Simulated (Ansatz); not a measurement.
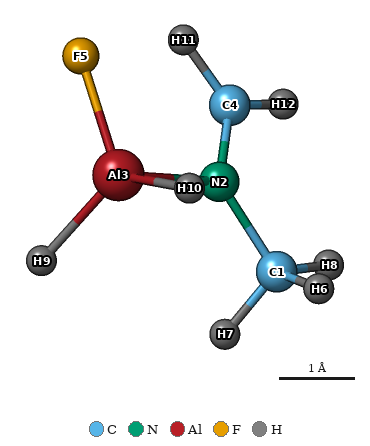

The input geometry (ball-and-stick view, seen at a tilt; atoms are numbered from 1 in the order of the input). Sticks mark near contacts.

Geometry relaxation of C₂H₇AlFN

The run: geometry relaxation of C₂H₇AlFN. Method and program: RKS PBE0-D4/def2-TZVP (Ansatz 0.2.0).

The geometry: PBE-D4/def2-SVP start. Figures and captions count atoms from 1; the log counts them from 0 in places.

Log
```
Functional definition: PBE0
  name "PBE0"
  cite "Adamo & Barone, J. Chem. Phys. 110, 6158 (1999) doi:10.1063/1.478522"
  cite "Perdew, Burke & Ernzerhof, Phys. Rev. Lett. 77, 3865 (1996) doi:10.1103/PhysRevLett.77.3865"
  parent pbe
  parameter a = 0.25
  parameter kappa = 0.804
  parameter beta = 0.06672455060314922
  exchange = (1 - a)*pbe_x(kappa = kappa, mu = beta*pi^2/3) + a*exact_x
  correlation = pbe_c(beta = beta)
1258 factors; their error is unknown
mean field evaluation 1: about -12980.3299 eV, gradient 5.7e1 eV
mean field evaluation 2: about -12975.0604 eV, gradient 8.0e1 eV
mean field evaluation 4: about -12986.3445 eV, gradient 4.0e0 eV
mean field evaluation 8: about -12986.3793 eV, gradient 3.4e-1 eV
mean field evaluation 16: about -12986.3961 eV, gradient 3.3e-4 eV
mean field -12986.39606919 eV, -477.2412530472 hartree, gradient 6.1e-5 eV, S^2 0.000000; 0 other end points of the search recorded, 0 dependent functions left out
the calculation of the forces begins
reference -12986.39610495 eV, -477.2412543616 hartree; 24, 24 occupied and 179, 179 virtual orbitals, 1258 factors
relax step   1: F+E_penalty+E_count = -12986.58760609 eV  Δ(F+E_penalty+E_count) = +0.000e0 eV  max|allowed force component| = 7.359e-1 eV/Å  Δτ_max = 0.0000 Å  (29 SCF iters, accepted)
these checks for a lower state are left out or cut short: starts, cluster_reference, orbital_swaps, neighbouring_geometries, increment
1258 factors; their error is unknown
mean field -12986.45030461 eV, -477.2432461621 hartree, gradient 6.1e-6 eV, S^2 0.000000; 0 other end points of the search recorded, 0 dependent functions left out
the calculation of the forces begins
reference -12986.45034028 eV, -477.2432474731 hartree; 24, 24 occupied and 179, 179 virtual orbitals, 1258 factors
relax step   2: F+E_penalty+E_count = -12986.64250977 eV  Δ(F+E_penalty+E_count) = -5.490e-2 eV  max|allowed force component| = 4.142e-1 eV/Å  Δτ_max = 0.0374 Å  (32 SCF iters, accepted)
these checks for a lower state are left out or cut short: starts, cluster_reference, orbital_swaps, neighbouring_geometries, increment
1258 factors; their error is unknown
mean field evaluation 32: about -12986.4574 eV, gradient 6.1e-6 eV
mean field -12986.45743130 eV, -477.2435080634 hartree, gradient 6.1e-6 eV, S^2 0.000000; 0 other end points of the search recorded, 0 dependent functions left out
the calculation of the forces begins
reference -12986.45746691 eV, -477.2435093717 hartree; 24, 24 occupied and 179, 179 virtual orbitals, 1258 factors
relax step   3: F+E_penalty+E_count = -12986.65077147 eV  Δ(F+E_penalty+E_count) = -8.262e-3 eV  max|allowed force component| = 1.455e-1 eV/Å  Δτ_max = 0.0306 Å  (33 SCF iters, accepted)
these checks for a lower state are left out or cut short: starts, cluster_reference, orbital_swaps, neighbouring_geometries, increment
1258 factors; their error is unknown
mean field -12986.45794067 eV, -477.2435267821 hartree, gradient 6.1e-6 eV, S^2 0.000000; 0 other end points of the search recorded, 0 dependent functions left out
the calculation of the forces begins
reference -12986.45797627 eV, -477.2435280904 hartree; 24, 24 occupied and 179, 179 virtual orbitals, 1258 factors
relax step   4: F+E_penalty+E_count = -12986.65128413 eV  Δ(F+E_penalty+E_count) = -5.127e-4 eV  max|allowed force component| = 1.461e-1 eV/Å  Δτ_max = 0.0239 Å  (32 SCF iters, accepted)
these checks for a lower state are left out or cut short: starts, cluster_reference, orbital_swaps, neighbouring_geometries, increment
1258 factors; their error is unknown
mean field -12986.46050642 eV, -477.2436210720 hartree, gradient 6.1e-6 eV, S^2 0.000000; 0 other end points of the search recorded, 0 dependent functions left out
the calculation of the forces begins
reference -12986.46054204 eV, -477.2436223807 hartree; 24, 24 occupied and 179, 179 virtual orbitals, 1258 factors
relax step   5: F+E_penalty+E_count = -12986.65366617 eV  Δ(F+E_penalty+E_count) = -2.382e-3 eV  max|allowed force component| = 2.414e-2 eV/Å  Δτ_max = 0.0113 Å  (33 SCF iters, accepted)
these checks for a lower state are left out or cut short: starts, cluster_reference, orbital_swaps, neighbouring_geometries, increment
1258 factors; their error is unknown
mean field -12986.46060398 eV, -477.2436246571 hartree, gradient 6.1e-6 eV, S^2 0.000000; 0 other end points of the search recorded, 0 dependent functions left out
the calculation of the forces begins
reference -12986.46063959 eV, -477.2436259656 hartree; 24, 24 occupied and 179, 179 virtual orbitals, 1258 factors
relax step   6: F+E_penalty+E_count = -12986.65381122 eV  Δ(F+E_penalty+E_count) = -1.451e-4 eV  max|allowed force component| = 9.948e-3 eV/Å  Δτ_max = 0.0044 Å  (34 SCF iters, accepted)
these checks for a lower state are left out or cut short: starts, cluster_reference, orbital_swaps, neighbouring_geometries, increment
1258 factors; their error is unknown
mean field -12986.46064304 eV, -477.2436260927 hartree, gradient 6.1e-6 eV, S^2 0.000000; 0 other end points of the search recorded, 0 dependent functions left out
the calculation of the forces begins
reference -12986.46067864 eV, -477.2436274008 hartree; 24, 24 occupied and 179, 179 virtual orbitals, 1258 factors
relax step   7: F+E_penalty+E_count = -12986.65389237 eV  Δ(F+E_penalty+E_count) = -8.115e-5 eV  max|allowed force component| = 1.081e-2 eV/Å  Δτ_max = 0.0059 Å  (35 SCF iters, accepted)
these checks for a lower state are left out or cut short: starts, cluster_reference, orbital_swaps, neighbouring_geometries, increment
1258 factors; their error is unknown
mean field evaluation 64: about -12986.4606 eV, gradient 1.7e-4 eV
mean field -12986.46064718 eV, -477.2436262447 hartree, gradient 6.1e-6 eV, S^2 0.000000; 0 other end points of the search recorded, 0 dependent functions left out
the calculation of the forces begins
reference -12986.46068277 eV, -477.2436275527 hartree; 24, 24 occupied and 179, 179 virtual orbitals, 1258 factors
relax step   8: F+E_penalty+E_count = -12986.65390130 eV  Δ(F+E_penalty+E_count) = -8.928e-6 eV  max|allowed force component| = 3.919e-3 eV/Å  Δτ_max = 0.0017 Å  (35 SCF iters, accepted)
```

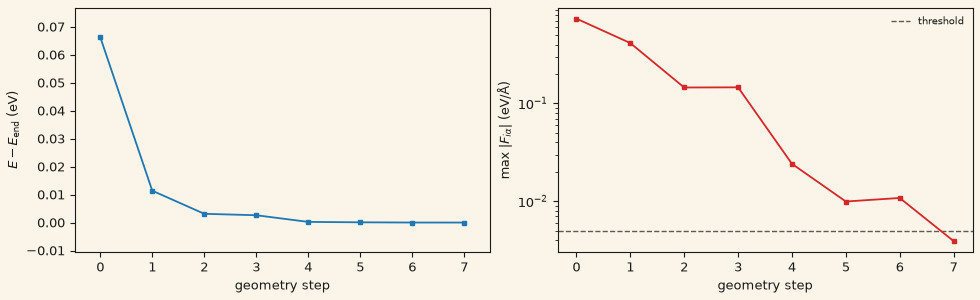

Progress of the relaxation, step by step (the first geometry is step 0 here and step 1 in the log).

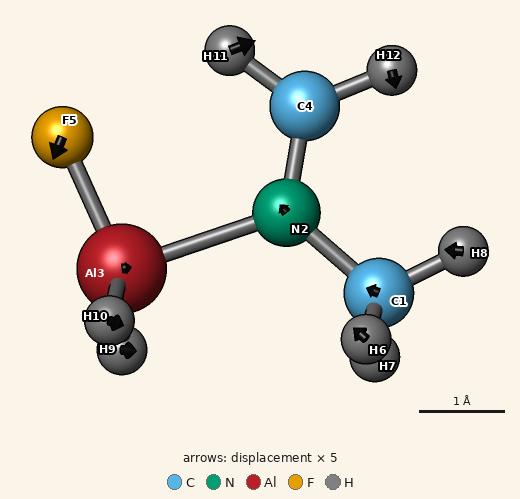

The starting structure with the displacements as black arrows, magnified 5 times (ball-and-stick view, seen at a tilt). The two geometries are laid on each other by the best rigid fit. After 7 geometry steps the energy has fallen by 0.066 eV. The largest force component goes from 0.74 to 0.0039 eV/Å. H11 moves most after the best rigid fit: 0.067 Å. Largest moves by element: H 0.067 Å, F 0.059 Å, C 0.033 Å, N 0.025 Å, Al 0.025 Å. Distances before and after: N2–Al3 2.051 → 2.018 Å, Al3–F5 1.716 → 1.683 Å, N2–C4 1.283 → 1.263 Å, C1–H6 1.109 → 1.092 Å. Among the angles that change: Al3–N2–C4 118.2° → 120.6°. (Atoms are counted from 1 in the order of the input.)

```
1258 factors; their error is unknown
mean field -12986.46064718 eV, -477.2436262447 hartree, gradient 6.1e-6 eV, S^2 0.000000; 1 other end points of the search recorded, 0 dependent functions left out
the calculation of the forces begins
reference -12986.46068277 eV, -477.2436275527 hartree; 24, 24 occupied and 179, 179 virtual orbitals, 1258 factors
Total energy: -12986.65393689 eV, -477.2507295107 hartree
Atom 0 at    -0.921173    -0.039086     1.160762 Å, force    -0.000034     0.000275     0.000331 eV/Å
Atom 1 at    -0.176764    -0.235484    -0.064523 Å, force    -0.001767    -0.003245    -0.002680 eV/Å
Atom 2 at     1.376294     0.991427    -0.459591 Å, force     0.000136     0.002890     0.003919 eV/Å
Atom 3 at    -0.490800    -1.155472    -0.871431 Å, force     0.000164     0.000838     0.003306 eV/Å
Atom 4 at     1.808881     0.304596    -1.934195 Å, force     0.000768    -0.001020    -0.002223 eV/Å
Atom 5 at    -0.234669    -0.127776     2.005083 Å, force    -0.000151    -0.000017    -0.000466 eV/Å
Atom 6 at    -1.323949     0.975693     1.166359 Å, force     0.000508    -0.000324     0.000114 eV/Å
Atom 7 at    -1.733409    -0.762102     1.264427 Å, force     0.000364     0.000686     0.000154 eV/Å
Atom 8 at     0.651523     2.410747    -0.543936 Å, force     0.000475    -0.001014    -0.000348 eV/Å
Atom 9 at     2.353282     0.676804     0.762463 Å, force    -0.000606     0.000301    -0.000880 eV/Å
Atom 10 at     0.094967    -1.267633    -1.779732 Å, force     0.000726     0.000856    -0.001003 eV/Å
Atom 11 at    -1.327283    -1.826812    -0.671587 Å, force    -0.000584    -0.000226    -0.000224 eV/Å
Dipole moment:    -0.998266    -0.687760     0.387846 e Å
```

Trajectory as extended XYZ (Å, eV, eV/Å), 8 frames, from step=1 to step=8
```
12
Properties=species:S:1:pos:R:3:forces:R:3 step=1 energy=-12986.58761
C    -0.9444   -0.0433    1.1844   -0.1186   0.0601   0.2314
N    -0.1877   -0.2284   -0.0429   -0.2027  -0.7359  -0.7052
Al    1.3959    1.0040   -0.4684   -0.0806  -0.3575  -0.3669
C    -0.4799   -1.1530   -0.8827    0.1591   0.5591   0.5448
F     1.7848    0.2600   -1.9648   -0.1154   0.3338   0.5947
H    -0.2511   -0.1270    2.0464   -0.3348   0.0091  -0.4518
H    -1.3570    0.9864    1.1968    0.1958  -0.5244  -0.0434
H    -1.7674   -0.7798    1.2908    0.4202   0.3530  -0.0868
H     0.6675    2.4349   -0.5750    0.1220  -0.1633   0.0149
H     2.3929    0.6705    0.7499   -0.1055   0.0716  -0.1605
H     0.1466   -1.2267   -1.7905   -0.3992  -0.0042   0.5017
H    -1.3233   -1.8528   -0.7100    0.4598   0.3987  -0.0729
12
Properties=species:S:1:pos:R:3:forces:R:3 step=2 energy=-12986.64251
C    -0.9393   -0.0473    1.1723   -0.0292   0.0400   0.1061
N    -0.1873   -0.2346   -0.0501    0.0289  -0.1051  -0.1705
Al    1.3827    0.9956   -0.4615    0.0682  -0.2131  -0.3719
C    -0.4884   -1.1538   -0.8690    0.0558   0.1506   0.0663
F     1.8051    0.2870   -1.9533   -0.1448   0.1707   0.4142
H    -0.2528   -0.1341    2.0233   -0.1056   0.0093  -0.1244
H    -1.3490    0.9700    1.1801    0.0577  -0.1534  -0.0029
H    -1.7523   -0.7771    1.2736    0.1207   0.0982  -0.0294
H     0.6838    2.4259   -0.5647   -0.0258  -0.0245   0.0116
H     2.3848    0.6887    0.7413   -0.0325  -0.0173   0.0068
H     0.1151   -1.2394   -1.7750   -0.1312  -0.0557   0.1285
H    -1.3255   -1.8361   -0.6828    0.1378   0.1001  -0.0345
12
Properties=species:S:1:pos:R:3:forces:R:3 step=3 energy=-12986.65077
C    -0.9271   -0.0423    1.1640   -0.0118   0.0030  -0.0173
N    -0.1782   -0.2291   -0.0583    0.0277   0.1003   0.0453
Al    1.3791    0.9961   -0.4587   -0.0225  -0.1318  -0.1455
C    -0.4878   -1.1423   -0.8723    0.0976  -0.1109   0.0164
F     1.7808    0.2801   -1.9360    0.0189   0.0879   0.0985
H    -0.2459   -0.1354    2.0102    0.0355  -0.0013   0.0375
H    -1.3332    0.9694    1.1745   -0.0182   0.0512   0.0078
H    -1.7367   -0.7673    1.2590   -0.0385  -0.0310   0.0091
H     0.6615    2.4148   -0.5555   -0.0018   0.0328   0.0068
H     2.3646    0.6760    0.7510    0.0217   0.0092   0.0235
H     0.1160   -1.2533   -1.7675   -0.0367   0.0065  -0.0711
H    -1.3164   -1.8217   -0.6763   -0.0717  -0.0160  -0.0110
12
Properties=species:S:1:pos:R:3:forces:R:3 step=4 energy=-12986.65128
C    -0.9244   -0.0411    1.1628    0.0082  -0.0197  -0.0052
N    -0.1749   -0.2338   -0.0588    0.0514   0.0131   0.0586
Al    1.3776    0.9918   -0.4592   -0.0047  -0.0309  -0.0225
C    -0.4795   -1.1572   -0.8641   -0.1277   0.1251  -0.1461
F     1.7958    0.2899   -1.9317    0.0195   0.0179  -0.0108
H    -0.2423   -0.1248    2.0093    0.0304   0.0003   0.0393
H    -1.3353    0.9689    1.1666   -0.0113   0.0472  -0.0045
H    -1.7307   -0.7693    1.2635   -0.0349  -0.0282   0.0075
H     0.6584    2.4115   -0.5526   -0.0068   0.0175   0.0051
H     2.3607    0.6763    0.7554    0.0108   0.0061   0.0188
H     0.0965   -1.2488   -1.7803    0.0539  -0.0718   0.0190
H    -1.3251   -1.8185   -0.6769    0.0113  -0.0765   0.0407
12
Properties=species:S:1:pos:R:3:forces:R:3 step=5 energy=-12986.65367
C    -0.9256   -0.0410    1.1632   -0.0043  -0.0024   0.0073
N    -0.1782   -0.2335   -0.0603    0.0113   0.0006  -0.0095
Al    1.3771    0.9912   -0.4603    0.0080  -0.0074  -0.0241
C    -0.4883   -1.1528   -0.8697    0.0078   0.0170  -0.0086
F     1.8025    0.2982   -1.9355   -0.0029   0.0055   0.0124
H    -0.2418   -0.1298    2.0094    0.0079   0.0011   0.0049
H    -1.3318    0.9721    1.1702    0.0006   0.0090  -0.0020
H    -1.7360   -0.7663    1.2637   -0.0051  -0.0043   0.0004
H     0.6600    2.4130   -0.5511   -0.0092   0.0047   0.0063
H     2.3620    0.6779    0.7547   -0.0029  -0.0027   0.0113
H     0.1009   -1.2580   -1.7769   -0.0125  -0.0174   0.0042
H    -1.3239   -1.8261   -0.6733    0.0012  -0.0036  -0.0025
12
Properties=species:S:1:pos:R:3:forces:R:3 step=6 energy=-12986.65381
C    -0.9239   -0.0402    1.1624   -0.0041  -0.0009   0.0045
N    -0.1775   -0.2339   -0.0618    0.0023  -0.0044  -0.0099
Al    1.3768    0.9911   -0.4604    0.0036   0.0046  -0.0002
C    -0.4892   -1.1533   -0.8705    0.0091   0.0080   0.0053
F     1.8044    0.3006   -1.9350    0.0020  -0.0017  -0.0041
H    -0.2393   -0.1292    2.0080    0.0052   0.0008   0.0018
H    -1.3290    0.9735    1.1690    0.0010   0.0053  -0.0011
H    -1.7350   -0.7647    1.2637   -0.0024  -0.0019   0.0003
H     0.6566    2.4122   -0.5486   -0.0040   0.0009   0.0038
H     2.3586    0.6769    0.7574   -0.0026  -0.0005   0.0051
H     0.0993   -1.2618   -1.7775   -0.0074  -0.0081  -0.0030
H    -1.3248   -1.8261   -0.6726   -0.0027  -0.0021  -0.0025
12
Properties=species:S:1:pos:R:3:forces:R:3 step=7 energy=-12986.65389
C    -0.9218   -0.0393    1.1611   -0.0013   0.0006   0.0016
N    -0.1768   -0.2349   -0.0639   -0.0033  -0.0074  -0.0070
Al    1.3764    0.9912   -0.4601    0.0001   0.0079   0.0108
C    -0.4904   -1.1548   -0.8712    0.0023   0.0028   0.0082
F     1.8079    0.3038   -1.9346    0.0023  -0.0030  -0.0068
H    -0.2357   -0.1280    2.0058    0.0004   0.0004  -0.0011
H    -1.3252    0.9753    1.1670    0.0012  -0.0001   0.0000
H    -1.7337   -0.7627    1.2641    0.0008   0.0011   0.0001
H     0.6524    2.4110   -0.5447    0.0008  -0.0021  -0.0001
H     2.3542    0.6765    0.7614   -0.0014   0.0006  -0.0015
H     0.0960   -1.2665   -1.7791   -0.0002  -0.0001  -0.0033
H    -1.3266   -1.8265   -0.6717   -0.0018  -0.0007  -0.0008
12
Properties=species:S:1:pos:R:3:forces:R:3 step=8 energy=-12986.65390
C    -0.9212   -0.0391    1.1608    0.0000   0.0003   0.0003
N    -0.1768   -0.2355   -0.0645   -0.0018  -0.0032  -0.0027
Al    1.3763    0.9914   -0.4596    0.0001   0.0029   0.0039
C    -0.4908   -1.1555   -0.8714    0.0002   0.0008   0.0033
F     1.8089    0.3046   -1.9342    0.0008  -0.0010  -0.0022
H    -0.2347   -0.1278    2.0051   -0.0002   0.0000  -0.0005
H    -1.3239    0.9757    1.1664    0.0005  -0.0003   0.0001
H    -1.7334   -0.7621    1.2644    0.0004   0.0007   0.0002
H     0.6515    2.4107   -0.5439    0.0005  -0.0010  -0.0003
H     2.3533    0.6768    0.7625   -0.0006   0.0003  -0.0009
H     0.0950   -1.2676   -1.7797    0.0007   0.0009  -0.0010
H    -1.3273   -1.8268   -0.6716   -0.0006  -0.0002  -0.0002
```

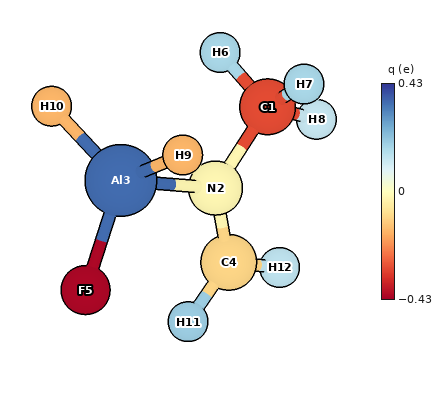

Mulliken charges, as the colour of each atom (ball-and-stick view, seen at a tilt; atoms are numbered from 1 in the order of the input). By element: C −0.31 to −0.10, N −0.02, Al +0.36, F −0.41 and H −0.16 to +0.19 e.

This output came from the following input.

Input
```yaml
crystal:
  periodic: [false, false, false]
  atoms:
    - {symbol: C, position_ang: [-0.944405, -0.043280, 1.184422]}
    - {symbol: N, position_ang: [-0.187697, -0.228374, -0.042859]}
    - {symbol: Al, position_ang: [1.395863, 1.004007, -0.468412]}
    - {symbol: C, position_ang: [-0.479918, -1.153012, -0.882650]}
    - {symbol: F, position_ang: [1.784790, 0.260040, -1.964813]}
    - {symbol: H, position_ang: [-0.251075, -0.126964, 2.046362]}
    - {symbol: H, position_ang: [-1.356959, 0.986398, 1.196821]}
    - {symbol: H, position_ang: [-1.767407, -0.779793, 1.290838]}
    - {symbol: H, position_ang: [0.667537, 2.434907, -0.575040]}
    - {symbol: H, position_ang: [2.392890, 0.670473, 0.749920]}
    - {symbol: H, position_ang: [0.146610, -1.226693, -1.790494]}
    - {symbol: H, position_ang: [-1.323329, -1.852808, -0.709995]}
basis:
  gaussian: {orbitals: def2-TZVP}
hamiltonian: {xc: pbe0, dispersion: d4}
relax: {f_tol: 0.005, max_steps: 150}
```

Launched with:
```bash
ansatz run in.yaml --threads 4 --pin off --events-out ev --progress --plain --max-ram 10444MiB
```

Key numbers

```json
{"quantity": "outcome", "value": "converged"}
{"quantity": "total energy", "value": "−12986.6539 eV"}
{"quantity": "mean-field energy", "value": "−12986.4607 eV"}
{"quantity": "dispersion energy", "value": "−0.1933 eV"}
{"quantity": "SCF solution under orbital rotations", "value": "stable"}
{"quantity": "largest force (length of the vector) at the end", "value": "0.005 eV/Å"}
{"quantity": "dipole moment", "value": "6.11 D"}
{"quantity": "hardware", "value": "4 threads of Arm Neoverse V2, 23 GiB of memory available, shared host"}
{"quantity": "wall time", "value": "26 s (CPU time 95 s)"}
{"quantity": "peak memory", "value": "0.5 GiB"}
```
